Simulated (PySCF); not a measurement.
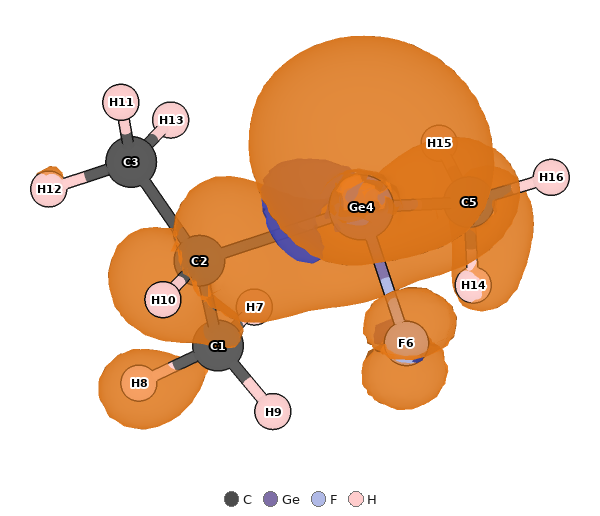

*C4H10FGe, doublet, SMILES `C[CH](C)[Ge]([CH3])[F]`. Spin density ρα − ρβ at ±0.01 e/Å³ (orange: excess α, blue: excess β).*

Method: PBE0/def2-SVP; geometry: GFN2-xTB; program: PySCF. No frequency check shows the geometry to be a minimum. The stability of the open-shell solution wasn't checked. GFN2-xTB bond lengths at metals and heavier atoms can be off by up to 0.1 Å and shapes distorted, which carries into these values. GFN2-xTB doesn't know the spin state, so this open-shell geometry is rough.

Input script:

```python
import numpy as np
from pyscf import gto, scf, dft
from pyscf.scf import atom_ks, atom_hf
from scipy.linalg import block_diag

def solve(mol, dm0=None, hcore=None):
    mf = (dft.UKS if mol.spin else dft.RKS)(mol, xc='pbe0')
    mf.grids.level = 3
    mf = mf.density_fit(auxbasis='def2-universal-jkfit')
    mf.conv_tol, mf.max_cycle = 1e-8, 80
    if hcore is not None:
        mf.get_hcore = lambda *args: hcore
    mf.kernel(dm0)
    if not mf.converged:
        mf = mf.newton().run(mf.mo_coeff, mf.mo_occ, max_cycle=30)
    assert mf.converged, 'SCF not converged'
    return mf

mol = gto.M(atom='''
C      1.50689     1.03014    -1.10635
C      1.40658     0.35077     0.23824
C      2.33797    -0.83006     0.38576
Ge    -0.63345    -0.28243     0.45069
C     -1.39024    -0.87626    -1.37285
F     -1.36020     1.40057     0.42327
H      1.35996     0.31628    -1.91542
H      2.49553     1.47872    -1.22613
H      0.76367     1.82022    -1.19253
H      1.55578     1.06879     1.04549
H      2.22400    -1.29960     1.36142
H      3.37565    -0.50718     0.28419
H      2.14321    -1.57578    -0.38398
H     -1.32509    -0.03098    -2.05000
H     -0.81808    -1.71503    -1.75639
H     -2.42954    -1.17033    -1.26693
''', basis='def2-svp', charge=0, spin=1, verbose=4)
mf = solve(mol)
mf.analyze()
# spherically averaged free atoms, for the promolecule
atm = atom_ks.get_atm_nrks(mol, xc='pbe0')
pro = block_diag(*[(atm[a[0]][2] * atm[a[0]][3]) @ atm[a[0]][2].T for a in mol._atom])
np.savez('result.npz', e=mf.e_tot, c=mf.mo_coeff, occ=mf.mo_occ, eps=mf.mo_energy, pro=pro, dip=mf.dip_moment(verbose=0), s2=mf.spin_square()[0])
```

Run with:

```sh
OMP_NUM_THREADS=1 python input.py
```

The run took 77 s on 1 thread of Intel(R) Xeon(R) Processor @ 2.70GHz, on a shared host, peak memory 0.66 GiB.

Partitions, critical points and surface values were worked out afterwards from this run's density.

Give the atomic spin populations that go with this picture.

Hirshfeld spin populations: Ge4 +0.63, C2 +0.14, C5 +0.09 and F6 +0.05. ⟨S²⟩ = 0.75, as for a pure state. The picture also shows regions of β spin from spin polarisation; the Hirshfeld sums, whose atoms overlap, net them against the α spin of neighbours.
